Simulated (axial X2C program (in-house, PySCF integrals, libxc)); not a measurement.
# SnC: bond curves with and without spin–orbit coupling

What are the state, bond length, wavenumber and bond energy of SnC, and what does spin–orbit coupling change?

Computed with an in-house X2C program for linear molecules on PySCF integrals. Level: all-electron X2C, Sn dyall-cv3z, C dyall-v3z.

All values are calculated.

### Step 1. Set-up

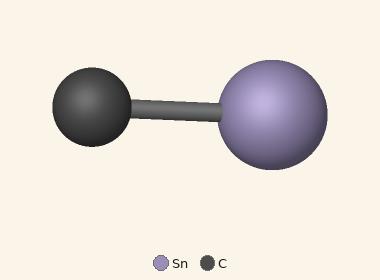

The two atoms at 1.970 Å (tin purple, carbon dark grey).

The input, task.json:

```json
{"zs": [50, 6], "q": 0, "bas": ["dyall-cv3z", "dyall-v3z"], "levels": ["PBE0", "HF", "BP86"], "cc": true, "r0": 1.97, "thr": -1.0, "nmax": 90, "npts": 10, "nst": 2, "ntry": 6}
```

Keys: zs atomic numbers; q charge; bas basis sets; levels methods (HF also brings MP2); cc coupled cluster on or off; r0 starting distance in Å; thr threshold in hartree for freezing inner shells (an s shell follows its p shell); nmax most natural virtual spinors; npts points asked for on the curve; nst determinants followed; ntry starts of the search.

Command:

```sh
$ python so2c.py task.json out
```

Spin-free means the one-electron spin-free X2C Hamiltonian; two-component (2c) means X2C with spin–orbit coupling and atomic mean-field two-electron Coulomb and Gaunt terms. Basis: Sn dyall-cv3z contracted to [11s12p9d4f1g], C dyall-v3z contracted to [7s6p2d1f]; Gaussian nuclei, density fitting. Masses: Sn 119.902 u, C 12.000 u.

Notation: σ, π±, δ± give the projection m of an orbital's angular momentum (0, ±1, ±2), α and β its spin, Λ and M_S the sums; ω is the projection of a spinor's total angular momentum and Ω the sum. Logs are in hartree.

The results follow Hamiltonian by Hamiltonian and level by level.

### Step 2. State search with PBE0

PBE0 moves the distance from 1.970 Å to 2.020 Å and compares determinants there.

Spin-free determinants:

```
ΔE (eV)           state                              open shells
   0.00  M_S = 1, Λ = 1  beyond closed shells: σα, π+α, π+β, π-α
   0.21  M_S = 1, Λ = 0           beyond closed shells: π+α, π-α
   0.37  M_S = 0, Λ = 1  beyond closed shells: σβ, π+α, π+β, π-α
   0.98  M_S = 0, Λ = 0           beyond closed shells: π+β, π-α
   0.98  M_S = 0, Λ = 2           beyond closed shells: π+α, π+β
   1.22  M_S = 2, Λ = 1   beyond closed shells: σα, 2 × π+α, π-α
   1.47  M_S = 0, Λ = 0                             closed shell
```

Two-component determinants:

```tsv
ΔE (eV)	state	open shells
0.00	Ω = 2	excess of +ω over −ω: ω = 1/2, ω = 3/2
0.26	Ω = 1	excess of +ω over −ω: ω = -1/2, ω = 3/2
0.55	Ω = 1	excess of +ω over −ω: 2 × ω = 1/2
0.82	Ω = 0	closed shell
0.95	Ω = 0	closed shell
1.44	Ω = 3	excess of +ω over −ω: 2 × ω = 3/2
2.90	Ω = 1	excess of +ω over −ω: 2 × ω = 1/2
```

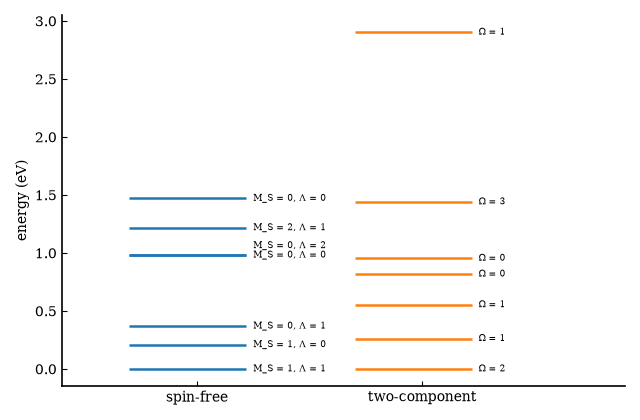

The determinants found, each set from its own lowest.

### Step 3. PBE0, spin-free

State followed: M_S = 1, Λ = 1 (beyond closed shells: σα, π+α, π+β, π-α). The scan is laid around 2.020 Å, a first estimate of the minimum, and this SCF restarts from the orbitals of the search.

The SCF at the reference distance of 2.020 Å:

```text
spin-free X2C-1e  PBE0
basis functions 171  fitting functions 906  grid points 5078
iter        total energy     max residual
   1      -6214.152090000     2.38e-05
   2      -6214.152090003     1.05e-05
converged
one-electron -8698.82851108  Coulomb 2577.70131606  exact exchange -42.25451156  xc functional -129.36105831  nuclear repulsion 78.59067489
```

Along the bond, energies from the lowest point:

```tsv
R (Å)	E (eV)	μ (D)	HOMO (eV)	LUMO (eV)	iterations
1.757	0.8467	-2.06	-6.14	-4.12	29
1.838	0.3331	-2.23	-5.92	-3.99	25
1.899	0.1219	-2.35	-5.77	-3.90	22
1.959	0.0204	-2.45	-5.64	-3.83	20
2.020	0.0000	-2.53	-5.53	-3.77	2
2.091	0.0488	-2.61	-5.44	-3.72	18
2.161	0.1502	-2.70	-5.37	-3.68	16
2.252	0.3287	-2.85	-5.33	-3.65	16
2.363	0.5865	-3.07	-5.33	-3.64	14
2.525	0.9885	-3.47	-5.37	-3.67	14
```

Dipoles are positive if C is the positive end.

Outer orbitals at the reference distance:

```
symmetry  occupied  ε (eV)             atomic character
      σα       yes  -28.94                     98% Sn d
     δ+β       yes  -28.83                    100% Sn d
      σβ       yes  -28.81                     99% Sn d
     δ-β       yes  -28.80                    100% Sn d
     δ+α       yes  -28.78                    100% Sn d
     δ-α       yes  -28.78                    100% Sn d
     π+α       yes  -28.75                    100% Sn d
     π-α       yes  -28.75                    100% Sn d
     π+β       yes  -28.70                    100% Sn d
     π-β       yes  -28.68                    100% Sn d
      σα       yes  -17.38  62% C s, 18% Sn s, 10% Sn p
      σβ       yes  -15.04    47% C s, 34% Sn s, 7% C p
      σα       yes  -11.34   48% Sn s, 30% C p, 13% C s
      σβ       yes   -9.83  43% Sn s, 21% Sn p, 21% C s
      σα       yes   -7.36  50% C p, 31% Sn p, 16% Sn s
     π-α       yes   -7.07   73% C p, 22% Sn p, 3% Sn d
     π+α       yes   -7.07   73% C p, 22% Sn p, 3% Sn d
     π+β       yes   -5.53            65% Sn p, 33% C p
     π-β        no   -3.77            68% Sn p, 30% C p
      σβ        no   -3.07    55% C p, 26% Sn p, 9% C s
     π-α        no   -2.06   73% Sn p, 18% C p, 6% Sn d
     π+α        no   -2.06   73% Sn p, 18% C p, 6% Sn d
```

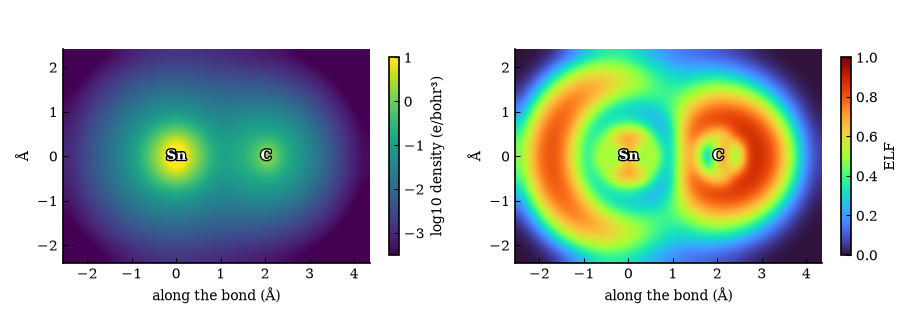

PBE0 fields in a plane through the axis, from a grid of 0.3 Å; Sn lies at z = 0 and C at z = 2.020 Å; the ELF is damped to zero where the density is low.

Re = 2.008 Å, ωe = 649 cm⁻¹, ωexe = 5.19 cm⁻¹, Be = 0.3834 cm⁻¹, De = 3.13 eV, μ = -2.52 D. ⟨S²⟩ = 2.21 against 2.00 for a pure state, so this determinant mixes spins.

### Step 4. HF, spin-free

Output at 2.020 Å:

```text
spin-free X2C-1e  HF
basis functions 171  fitting functions 906  grid points 5078
iter        total energy     max residual
   1      -6211.554566376     3.31e-01
   2      -6211.585213646     1.60e-02
   3      -6211.593217020     5.37e-02
   4      -6211.598453120     5.47e-02
   5      -6211.600297136     1.94e-02
   6      -6211.600943917     6.97e-03
   7      -6211.600980087     2.00e-03
   8      -6211.600990099     5.90e-04
   9      -6211.600994296     7.08e-04
  10      -6211.600995027     3.22e-04
  11      -6211.600995206     1.95e-05
  12      -6211.600995213     1.73e-05
  13      -6211.600995214     7.23e-06
  14      -6211.600995214     8.18e-07
converged
one-electron -8698.04831150  Coulomb 2577.05529616  exact exchange -169.19865476  xc functional 0.00000000  nuclear repulsion 78.59067489
```

Re = 2.099 Å, ωe = 576 cm⁻¹, ωexe = 3.25 cm⁻¹, Be = 0.3508 cm⁻¹, De = 1.67 eV, μ = -1.87 D. ⟨S²⟩ = 2.78 against 2.00 for a pure state, so this determinant mixes spins.

### Step 5. BP86, spin-free

The SCF at the reference distance of 2.020 Å:

```text
spin-free X2C-1e  BP86
basis functions 171  fitting functions 906  grid points 5078
iter        total energy     max residual
   1      -6215.262825796     1.38e-01
   2      -6215.267880190     1.12e-02
   3      -6215.268160951     1.97e-02
   4      -6215.268670708     7.38e-03
   5      -6215.268748625     2.38e-03
   6      -6215.268783006     1.25e-03
   7      -6215.268784528     2.45e-04
   8      -6215.268784950     1.49e-04
   9      -6215.268785020     6.84e-05
  10      -6215.268785031     6.45e-06
  11      -6215.268785031     6.08e-06
converged
one-electron -8698.86336485  Coulomb 2577.71039405  exact exchange 0.00000000  xc functional -172.70648911  nuclear repulsion 78.59067489
```

Re = 2.020 Å, ωe = 657 cm⁻¹, ωexe = 4.44 cm⁻¹, Be = 0.3788 cm⁻¹, De = 3.51 eV, μ = -2.57 D.

### Step 6. Correlated methods, spin-free

Correlated methods: 8 electrons correlated (frozen shells, counted by type: Sn 4 s, 3 p, 2 d; C 1 s), 234 virtual spinors in MP2, 90 natural virtuals in coupled cluster.

Output of the correlated part at 2.020 Å:

```text
correlated 8  virtual 234  natural virtual 90  E(MP2) -0.146775034  MP2 remainder -0.003695047
iter   CCSD correlation   residual
   1     -0.160938142   1.29e-01
   2     -0.169732754   7.22e-02
   3     -0.173370029   4.76e-02
   4     -0.177059252   3.46e-02
   5     -0.178982042   1.82e-02
   6     -0.179400090   7.37e-03
   7     -0.179440416   3.99e-03
   8     -0.179426297   2.16e-03
   9     -0.179441301   9.93e-04
  10     -0.179444288   4.62e-04
  11     -0.179452174   2.07e-04
  12     -0.179451410   1.11e-04
  13     -0.179453351   6.23e-05
  14     -0.179454769   3.10e-05
  15     -0.179455947   1.55e-05
  16     -0.179456291   6.03e-06
  17     -0.179456458   3.04e-06
  18     -0.179456558   1.71e-06
  19     -0.179456555   7.12e-07
(T) -0.010526052  T1 0.1096  D1 0.2237  max T2 0.112
```

T1 in the output is the amplitude norm over the root of the electron number; divide by √2 for the Lee–Taylor value.

MP2: No constants are quoted: the reference is strongly spin-contaminated.

CCSD: Re = 2.030 Å, ωe = 638 cm⁻¹, ωexe = 4.95 cm⁻¹, Be = 0.375 cm⁻¹, De = 2.64 eV. T1 at Re = 0.077 (Lee–Taylor, the printed value over √2).

CCSD(T): Re = 2.024 Å, ωe = 658 cm⁻¹, ωexe = 5.46 cm⁻¹, Be = 0.3773 cm⁻¹, De = 2.82 eV. T1 at Re = 0.077 (Lee–Taylor, the printed value over √2).

### Step 7. A higher determinant, spin-free

State: M_S = 1, Λ = 0 (beyond closed shells: π+α, π-α).

Output at the reference distance:

```text
spin-free X2C-1e  PBE0
basis functions 171  fitting functions 906  grid points 5078
iter        total energy     max residual
   1      -6214.144411155     2.47e-05
   2      -6214.144411165     1.35e-05
converged
one-electron -8698.77066001  Coulomb 2577.66512480  exact exchange -42.25662927  xc functional -129.37292157  nuclear repulsion 78.59067489
```

```tsv
R (Å)	E above the lowest PBE0 point (eV)
1.757	1.708
1.838	0.945
1.899	0.575
1.959	0.339
2.020	0.209
2.091	0.160
2.161	0.196
2.252	0.331
2.363	0.586
```

Re = 2.093 Å, ωe = 644 cm⁻¹, ωexe = 2.7 cm⁻¹, Be = 0.3529 cm⁻¹, μ = -3.22 D. Te = 0.16 eV.

### Step 8. The spin-free curves together

Energy (eV) of the followed determinant, spin-free, from each level's lowest point:

```tsv
R (Å)	PBE0	HF	MP2 (spin-contaminated)	CCSD	CCSD(T)	BP86
1.757	0.847	1.342	1.035	n/a	n/a	0.928
1.838	0.333	0.681	0.481	0.429	0.421	0.387
1.899	0.122	0.363	0.228	0.179	0.171	0.155
1.959	0.020	0.160	0.079	0.046	0.040	0.035
2.020	0.000	0.046	0.008	0.000	0.000	0.000
2.091	0.049	0.000	0.000	0.026	0.034	0.039
2.161	0.150	0.023	0.052	0.111	0.128	0.138
2.252	0.329	0.125	0.182	0.274	0.303	0.321
2.363	0.587	0.318	0.400	n/a	n/a	0.589
2.525	0.988	0.664	0.782	n/a	n/a	0.998
```

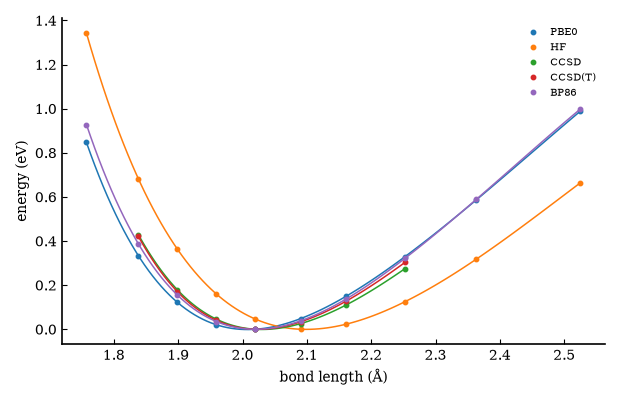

Curves of the followed state, spin-free, each from its own lowest point. Left out: MP2.

### Step 9. PBE0, 2c

State followed: Ω = 2 (excess of +ω over −ω: ω = 1/2, ω = 3/2). The scan is laid around 2.020 Å, a first estimate of the minimum, and this SCF restarts from the orbitals of the search.

The SCF at the reference distance of 2.020 Å:

```text
two-component X2C + atomic mean field  PBE0
basis functions 171  fitting functions 906  grid points 5078
iter        total energy     max residual
   1      -6211.555678796     3.99e-05
   2      -6211.555678802     6.13e-05
   3      -6211.555678828     2.43e-05
   4      -6211.555678834     2.40e-05
   5      -6211.555678839     4.02e-06
converged
one-electron -8691.49588516  Coulomb 2576.39249599  exact exchange -42.23111463  xc functional -129.29115743  nuclear repulsion 78.59067489  atomic mean-field constant -3.52069249
```

Along the bond, energies from the lowest point:

```tsv
R (Å)	E (eV)	μ (D)	HOMO (eV)	LUMO (eV)	iterations
1.757	0.8644	-2.00	-6.19	-4.01	33
1.838	0.3478	-2.17	-5.98	-3.88	29
1.899	0.1329	-2.28	-5.84	-3.79	23
1.959	0.0263	-2.38	-5.72	-3.71	20
2.020	0.0000	-2.46	-5.62	-3.65	5
2.091	0.0414	-2.55	-5.53	-3.59	20
2.161	0.1359	-2.65	-5.47	-3.54	17
2.252	0.3062	-2.81	-5.44	-3.51	16
2.363	0.5557	-3.06	-5.44	-3.49	16
2.525	0.9483	-3.48	-5.48	-3.50	16
```

Dipoles are positive if C is the positive end.

Outer spinors at the reference distance:

```
   ω  occupied  ε (eV)             atomic character     λ mixture
 3/2       yes  -29.36                    100% Sn d  82% δ, 18% π
 1/2       yes  -29.35                     99% Sn d  52% σ, 48% π
-1/2       yes  -29.32                     99% Sn d  57% π, 43% σ
-3/2       yes  -29.30                    100% Sn d  83% δ, 17% π
 1/2       yes  -28.38                     99% Sn d  52% π, 48% σ
-5/2       yes  -28.33                    100% Sn d        100% δ
-1/2       yes  -28.33                     99% Sn d  57% σ, 43% π
 5/2       yes  -28.31                    100% Sn d        100% δ
 3/2       yes  -28.30                    100% Sn d  82% π, 18% δ
-3/2       yes  -28.23                    100% Sn d  83% π, 17% δ
 1/2       yes  -17.40  62% C s, 18% Sn s, 10% Sn p        100% σ
-1/2       yes  -15.01    46% C s, 35% Sn s, 7% C p        100% σ
 1/2       yes  -11.30   48% Sn s, 30% C p, 12% C s        100% σ
-1/2       yes   -9.81  43% Sn s, 21% Sn p, 21% C s        100% σ
 1/2       yes   -7.35  49% C p, 32% Sn p, 16% Sn s   99% σ, 1% π
-1/2       yes   -7.12   72% C p, 22% Sn p, 3% Sn d        100% π
 3/2       yes   -7.08   75% C p, 19% Sn p, 4% Sn d        100% π
 1/2       yes   -5.62            67% Sn p, 31% C p   99% π, 1% σ
-3/2        no   -3.65            67% Sn p, 31% C p        100% π
-1/2        no   -3.07    55% C p, 26% Sn p, 9% C s   98% σ, 2% π
-1/2        no   -2.12   72% Sn p, 19% C p, 6% Sn d   99% π, 1% σ
 3/2        no   -1.93   75% Sn p, 16% C p, 6% Sn d        100% π
```

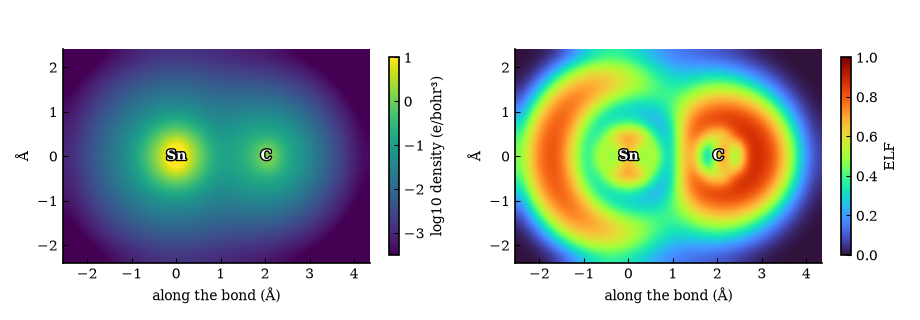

PBE0 fields in a plane through the axis, from a grid of 0.3 Å; Sn lies at z = 0 and C at z = 2.020 Å; the ELF is damped to zero where the density is low.

Re = 2.014 Å, ωe = 636 cm⁻¹, ωexe = 4.89 cm⁻¹, Be = 0.381 cm⁻¹, De = 3.19 eV, μ = -2.45 D.

### Step 10. HF, 2c

The SCF at the reference distance of 2.020 Å:

```text
two-component X2C + atomic mean field  HF
basis functions 171  fitting functions 906  grid points 5078
iter        total energy     max residual
   1      -6208.957865309     3.76e-01
   2      -6208.988718306     1.60e-02
   3      -6208.996553387     6.01e-02
   4      -6209.001104648     5.41e-02
   5      -6209.002587416     1.70e-02
   6      -6209.003058012     7.84e-03
   7      -6209.003095534     2.52e-03
   8      -6209.003109449     6.14e-04
   9      -6209.003115985     1.13e-03
  10      -6209.003117663     5.49e-04
  11      -6209.003118772     1.87e-04
  12      -6209.003119449     4.33e-04
  13      -6209.003120131     4.16e-04
  14      -6209.003120410     1.55e-04
  15      -6209.003120469     1.73e-05
  16      -6209.003120476     2.32e-05
  17      -6209.003120478     1.00e-05
  18      -6209.003120478     1.04e-06
converged
one-electron -8690.73470389  Coulomb 2575.76289385  exact exchange -169.10129285  xc functional 0.00000000  nuclear repulsion 78.59067489  atomic mean-field constant -3.52069249
```

Re = 2.102 Å, ωe = 572 cm⁻¹, ωexe = 3.25 cm⁻¹, Be = 0.3498 cm⁻¹, De = 1.72 eV, μ = -1.88 D.

### Step 11. BP86, 2c

Output at 2.020 Å:

```text
two-component X2C + atomic mean field  BP86
basis functions 171  fitting functions 906  grid points 5078
iter        total energy     max residual
   1      -6212.666299479     1.55e-01
   2      -6212.671461057     1.04e-02
   3      -6212.671730875     1.94e-02
   4      -6212.672188636     7.95e-03
   5      -6212.672254470     2.41e-03
   6      -6212.672286179     1.14e-03
   7      -6212.672287306     2.41e-04
   8      -6212.672287745     1.69e-04
   9      -6212.672287812     6.97e-05
  10      -6212.672287826     1.11e-05
  11      -6212.672287827     1.00e-05
converged
one-electron -8691.51192344  Coulomb 2576.38190869  exact exchange 0.00000000  xc functional -172.61225548  nuclear repulsion 78.59067489  atomic mean-field constant -3.52069249
```

Re = 2.023 Å, ωe = 647 cm⁻¹, ωexe = 4.62 cm⁻¹, Be = 0.3775 cm⁻¹, De = 3.56 eV, μ = -2.52 D.

### Step 12. Correlated methods, 2c

Correlated methods: 8 electrons correlated (frozen shells, counted by type: Sn 4 s, 3 p, 2 d; C 1 s), 234 virtual spinors in MP2, 90 natural virtuals in coupled cluster.

Output of the correlated part at 2.020 Å:

```text
correlated 8  virtual 234  natural virtual 90  E(MP2) -0.146164695  MP2 remainder -0.003685570
iter   CCSD correlation   residual
   1     -0.160329443   1.27e-01
   2     -0.169008648   7.06e-02
   3     -0.172492330   4.59e-02
   4     -0.175959249   3.30e-02
   5     -0.177669389   1.68e-02
   6     -0.178010024   6.53e-03
   7     -0.178037562   3.44e-03
   8     -0.178020352   1.86e-03
   9     -0.178033444   8.86e-04
  10     -0.178036966   4.48e-04
  11     -0.178044289   2.39e-04
  12     -0.178043337   1.58e-04
  13     -0.178045308   1.09e-04
  14     -0.178046645   6.81e-05
  15     -0.178048216   4.14e-05
  16     -0.178048738   2.26e-05
  17     -0.178048885   1.32e-05
  18     -0.178048808   7.36e-06
  19     -0.178048667   3.23e-06
  20     -0.178048625   1.70e-06
  21     -0.178048571   1.02e-06
  22     -0.178048566   5.76e-07
(T) -0.010142828  T1 0.1042  D1 0.2088  max T2 0.108
```

MP2: No constants are quoted: the reference is strongly spin-contaminated.

CCSD: Re = 2.037 Å, ωe = 625 cm⁻¹, ωexe = 4.68 cm⁻¹, Be = 0.3726 cm⁻¹, De = 2.51 eV. T1 at Re = 0.073 (Lee–Taylor, the printed value over √2).

CCSD(T): Re = 2.030 Å, ωe = 642 cm⁻¹, ωexe = 5.21 cm⁻¹, Be = 0.375 cm⁻¹, De = 2.67 eV. T1 at Re = 0.073 (Lee–Taylor, the printed value over √2).

### Step 13. A higher determinant, 2c

State: Ω = 1 (excess of +ω over −ω: ω = -1/2, ω = 3/2).

Output at the reference distance:

```text
two-component X2C + atomic mean field  PBE0
basis functions 171  fitting functions 906  grid points 5078
iter        total energy     max residual
   1      -6211.546046924     4.85e-05
   2      -6211.546046937     1.96e-05
   3      -6211.546046944     1.57e-05
converged
one-electron -8691.37852326  Coulomb 2576.28560819  exact exchange -42.22924004  xc functional -129.29387423  nuclear repulsion 78.59067489  atomic mean-field constant -3.52069249
```

```tsv
R (Å)	E above the lowest PBE0 point (eV)
1.757	1.171
1.838	0.663
1.899	0.454
1.959	0.348
2.020	0.262
2.091	0.224
2.161	0.263
2.252	0.397
2.363	0.645
```

No constants are quoted: fits of two degrees disagree.

### Step 14. The 2c curves together

Energy (eV) of the followed determinant, 2c, from each level's lowest point:

```tsv
R (Å)	PBE0	HF	MP2 (spin-contaminated)	CCSD	CCSD(T)	BP86
1.757	0.864	1.359	1.067	n/a	n/a	0.935
1.838	0.348	0.694	0.504	0.444	0.434	0.394
1.899	0.133	0.372	0.244	0.190	0.181	0.160
1.959	0.026	0.166	0.089	0.052	0.046	0.038
2.020	0.000	0.049	0.013	0.000	0.000	0.000
2.091	0.041	0.000	0.000	0.019	0.026	0.034
2.161	0.136	0.020	0.048	0.096	0.112	0.128
2.252	0.306	0.118	0.172	0.251	0.277	0.302
2.363	0.556	0.308	0.386	n/a	n/a	0.559
2.525	0.948	0.649	0.761	n/a	n/a	0.953
```

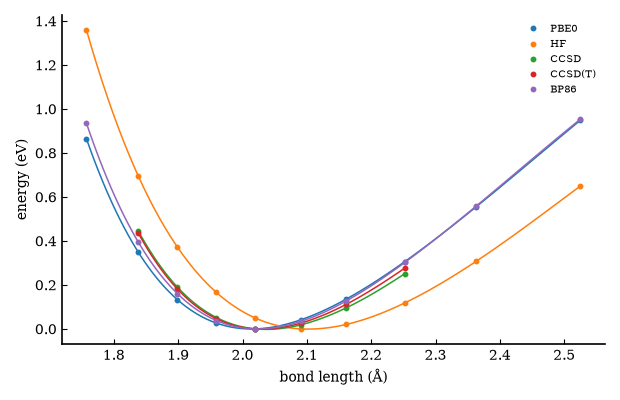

Curves of the followed state, 2c, each from its own lowest point. Left out: MP2.

The whole job took 2.7 min on 1 thread of INTEL XEON PLATINUM 8581C at 2.10GHz (Emerald Rapids), shared host; peak memory 0.54 GiB.

### Step 15. Constants

Lowest determinant that the search found at its distance, spin-free: M_S = 1, Λ = 1 (beyond closed shells: σα, π+α, π+β, π-α).

Lowest determinant that the search found at its distance, 2c: Ω = 2 (excess of +ω over −ω: ω = 1/2, ω = 3/2).

| Hamiltonian | level | Re (Å) | ωe (cm⁻¹) | De (eV) | μ (D) |
| --- | --- | --- | --- | --- | --- |
| spin-free | PBE0 | 2.008 | 649 | 3.13 | -2.52 |
| spin-free | HF | 2.099 | 576 | 1.67 | -1.87 |
| spin-free | CCSD | 2.030 | 638 | 2.64 | n/a |
| spin-free | CCSD(T) | 2.024 | 658 | 2.82 | n/a |
| spin-free | BP86 | 2.020 | 657 | 3.51 | -2.57 |
| 2c | PBE0 | 2.014 | 636 | 3.19 | -2.45 |
| 2c | HF | 2.102 | 572 | 1.72 | -1.88 |
| 2c | CCSD | 2.037 | 625 | 2.51 | n/a |
| 2c | CCSD(T) | 2.030 | 642 | 2.67 | n/a |
| 2c | BP86 | 2.023 | 647 | 3.56 | -2.52 |

Dipoles are positive if C is the positive end. No constants: spin-free MP2 (the reference is strongly spin-contaminated); 2c MP2 (the reference is strongly spin-contaminated). Spin-free ⟨S²⟩ is off its pure value at PBE0 2.21, HF 2.78.

Time per point (s) on 1 thread of INTEL XEON PLATINUM 8581C at 2.10GHz (Emerald Rapids), shared host (2c runs; CCSD comes with the CCSD(T) run); the times are rough: PBE0 1.1, HF 0.71, CCSD(T) 5.3, BP86 0.58.

What this shows: At CCSD(T), going from spin-free to two-component changes Re by +6 mÅ, ωe by -2.3 %, which is small (part of it comes from the scalar share of the two-electron terms). De moves by -0.16 eV; both De rest on single-determinant atoms, which can miss part of an open shell's spin–orbit lowering.

De refers to Sn + C, each in the lowest determinant found, which need not be this curve's own limit. Each curve is one determinant whose occupation by symmetry is held fixed; it was picked as the lowest of a PBE0 search that is not exhaustive. Dissociation energies refer to the lowest single-determinant-based atoms at the same level and basis. Density functionals use the spin component along the axis (collinear). Coupled cluster ran in a truncated set of natural virtual spinors; the MP2 energy of the rest was added. With several unpaired electrons one determinant need not be a pure state. The spin-free determinant is spin-contaminated at some levels. With the outer-core shells frozen, correlated bond lengths of heavy atoms tend to come out a few hundredths of an ångström too long. T1 at Re is 0.077 (Lee–Taylor), above the customary mark of 0.02.
